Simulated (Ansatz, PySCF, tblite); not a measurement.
Potential energy curve for SiH (cation, charge +1), singlet.

Levels: UCCSD(T) = CCSD(T) on UHF/cc-pVQZ, frozen core (Ansatz, an electronic-structure program); GFN2-xTB, 300 K electronic temperature (tblite); RKS-M06-2X/6-31G* = restricted M06-2X/6-31G*, spherical d in PySCF; UKS-PBE = unrestricted PBE/cc-pVQZ (Ansatz).

Energies are in eV, each relative to the lowest point of its own curve near equilibrium.

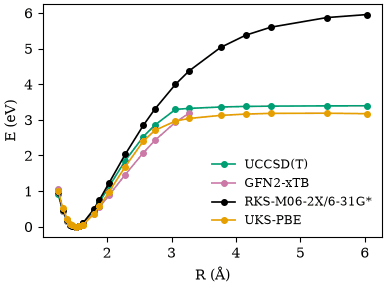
Fig. 1. Energy against bond length for each method.

```json
[
 {"R / Å": "1.24", "UCCSD(T)": "0.909", "GFN2-xTB": "1.046", "RKS-M06-2X/6-31G*": "0.971", "UKS-PBE": "1.012"},
 {"R / Å": "1.31", "UCCSD(T)": "0.440", "GFN2-xTB": "0.452", "RKS-M06-2X/6-31G*": "0.473", "UKS-PBE": "0.520"},
 {"R / Å": "1.38", "UCCSD(T)": "0.163", "GFN2-xTB": "0.148", "RKS-M06-2X/6-31G*": "0.176", "UKS-PBE": "0.217"},
 {"R / Å": "1.43", "UCCSD(T)": "0.055", "GFN2-xTB": "0.043", "RKS-M06-2X/6-31G*": "0.059", "UKS-PBE": "0.090"},
 {"R / Å": "1.46", "UCCSD(T)": "0.019", "GFN2-xTB": "0.012", "RKS-M06-2X/6-31G*": "0.020", "UKS-PBE": "0.042"},
 {"R / Å": "1.52", "UCCSD(T)": "0.000", "GFN2-xTB": "0.000", "RKS-M06-2X/6-31G*": "0.000", "UKS-PBE": "0.000"},
 {"R / Å": "1.57", "UCCSD(T)": "0.029", "GFN2-xTB": "0.028", "RKS-M06-2X/6-31G*": "0.031", "UKS-PBE": "0.009"},
 {"R / Å": "1.62", "UCCSD(T)": "0.089", "GFN2-xTB": "0.081", "RKS-M06-2X/6-31G*": "0.097", "UKS-PBE": "0.050"},
 {"R / Å": "1.63", "UCCSD(T)": "0.104", "GFN2-xTB": "0.093", "RKS-M06-2X/6-31G*": "0.114", "UKS-PBE": "0.062"},
 {"R / Å": "1.79", "UCCSD(T)": "0.448", "GFN2-xTB": "0.365", "RKS-M06-2X/6-31G*": "0.487", "UKS-PBE": "0.351"},
 {"R / Å": "1.88", "UCCSD(T)": "0.694", "GFN2-xTB": "0.551", "RKS-M06-2X/6-31G*": "0.753", "UKS-PBE": "0.572"},
 {"R / Å": "2.03", "UCCSD(T)": "1.131", "GFN2-xTB": "0.886", "RKS-M06-2X/6-31G*": "1.231", "UKS-PBE": "0.981"},
 {"R / Å": "2.28", "UCCSD(T)": "1.854", "GFN2-xTB": "1.461", "RKS-M06-2X/6-31G*": "2.031", "UKS-PBE": "1.685"},
 {"R / Å": "2.56", "UCCSD(T)": "2.526", "GFN2-xTB": "2.071", "RKS-M06-2X/6-31G*": "2.842", "UKS-PBE": "2.400"},
 {"R / Å": "2.74", "UCCSD(T)": "2.851", "GFN2-xTB": "2.422", "RKS-M06-2X/6-31G*": "3.301", "UKS-PBE": "2.704"},
 {"R / Å": "3.06", "UCCSD(T)": "3.294", "GFN2-xTB": "2.933", "RKS-M06-2X/6-31G*": "3.996", "UKS-PBE": "2.967"},
 {"R / Å": "3.27", "UCCSD(T)": "3.321", "GFN2-xTB": "3.184", "RKS-M06-2X/6-31G*": "4.371", "UKS-PBE": "3.039"},
 {"R / Å": "3.76", "UCCSD(T)": "3.361", "GFN2-xTB": "—", "RKS-M06-2X/6-31G*": "5.032", "UKS-PBE": "3.124"},
 {"R / Å": "4.15", "UCCSD(T)": "3.377", "GFN2-xTB": "—", "RKS-M06-2X/6-31G*": "5.376", "UKS-PBE": "3.162"},
 {"R / Å": "4.54", "UCCSD(T)": "3.385", "GFN2-xTB": "—", "RKS-M06-2X/6-31G*": "5.600", "UKS-PBE": "3.182"},
 {"R / Å": "5.41", "UCCSD(T)": "3.393", "GFN2-xTB": "—", "RKS-M06-2X/6-31G*": "5.871", "UKS-PBE": "3.187"},
 {"R / Å": "6.03", "UCCSD(T)": "3.395", "GFN2-xTB": "—", "RKS-M06-2X/6-31G*": "5.955", "UKS-PBE": "3.172"}
]
```

At the longest distance, 6.03 Å, RKS-M06-2X/6-31G* lies highest above its minimum (5.955 eV) and UKS-PBE lowest (3.172 eV).

Dashes: no converged value, or the column stops at the first point that the program doubted or that broke a chosen test of continuity, which isn't proof of a fault.

The unrestricted determinant behind UCCSD(T) is spin-contaminated at 1.24 to 1.79, 2.03 to 6.03 Å (<S²> up to 1.0, against 0.00 for a pure singlet). The restricted form behind RKS-M06-2X/6-31G* keeps the bonding electrons paired and can't separate into open-shell fragments. The unrestricted determinant behind UKS-PBE is spin-contaminated at 2.56 to 6.03 Å (<S²> up to 1.0, against 0.00 for a pure singlet).
